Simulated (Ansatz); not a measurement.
We consider A-type hexagonal La2O3, described by LDA (Ansatz, a quantum-chemistry and plane-wave program, PAW).

Run with plane-wave cutoff 520 eV, 12×12×6 k mesh (along the axes of the cell as run), Fermi–Dirac smearing 0.01 eV, scalar-relativistic PAW data made under PBE.

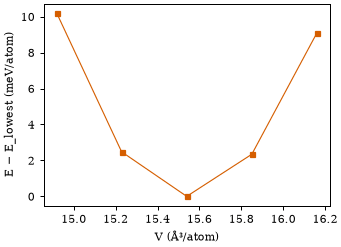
*Total energy against volume*

Problem. From the curve, estimate the equilibrium volume and the bulk modulus.

Solution. V0 ≈ 15.5 Å³/atom and B0 ≈ 120 GPa; the fit gives V0 = 15.539 Å³/atom, B0 = 124 GPa, B′ = 3.4.

Shape and atoms are relaxed at each volume.

Measured, for comparison: bulk modulus 113 GPa (300 K, no zero-point or thermal correction; as tabulated in Santana et al. (2016), arXiv:1608.06321); equilibrium volume per atom 16.44 Å³/atom (room temperature, no zero-point or thermal correction, equation of state from high-pressure X-ray diffraction; as tabulated in Ibáñez et al. (2020), arXiv:2005.12956). Computed less measured: bulk modulus +10 %, equilibrium volume per atom -5.5 %.

Spin–orbit coupling is not included.

The computed numbers hold no vibrational or temperature effects.
